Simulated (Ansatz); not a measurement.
## Fields on a plane of SnTe (rock salt)

```
SnTe
1.0
    0.00000     3.18559     3.18559
    3.18559     0.00000     3.18559
    3.18559     3.18559     0.00000
Te Sn
1 1
Cartesian
  0.00000   0.00000   0.00000
  3.18559   3.18559   3.18559
```

The slice is a {110} plane (indices of the conventional cell) through the point (0.500, 0.500, 0.500) (fractional), spanned by u = [100] and v = [1 -1 -1] in vectors of this cell: u (4.51 Å) and v (6.37 Å, at 90° to u). It covers one period; positions are fractions (u, v).

Atoms on it: Te at (0.00, 0.50); Sn at (0.00, 0.00).

The numbers are results of r2SCAN (plane waves to 500 eV, PAW, scalar-relativistic; Ansatz, a program for electronic structure), not measurements. k mesh 13×13×13. These are valence fields of a PAW run, semicore shells included where kept as valence: close to a nucleus they are smooth pseudo fields. SnTe was relaxed with its symmetry unable to fall. Spin-orbit coupling is left out, though Te is heavy. The PAW data are Ansatz's earlier set.

```
|00497421247940|
|14896321236984|
|89975321235799|
|77643211123467|
|44322111112234|
|43221111111223|
|55421111111245|
|55532111112355|
|44552111112554|
|24552111112554|
|44552111112554|
|55532111112355|
|55421111111245|
|43221111111223|
|44322111112234|
|77643211123467|
|89975321235799|
|14896321236984|
|00497421247940|
|00298421248920|
```
Scale: ten equal steps from 0.001 (start of '0') to 0.073 (end of '9'), in the order '0123456789'. Values: density of the lowest conduction band (whole band as if filled, smooth part) in e/Å³. The map has 14 points along u (one character each, u = 0 at the left) and 20 along v (v = 0 in the bottom row). 

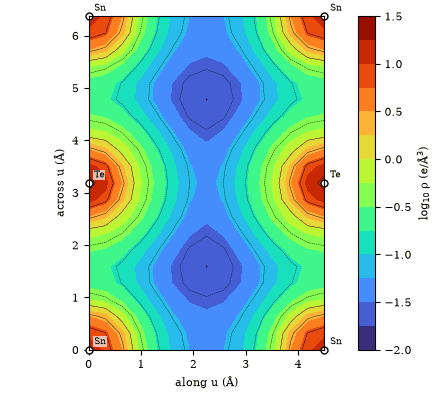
Fig. 1. Log₁₀ of the valence density in e/Å³, one period of the plane, atoms marked. The scale is logarithmic, as a density can span decades between atoms and voids.
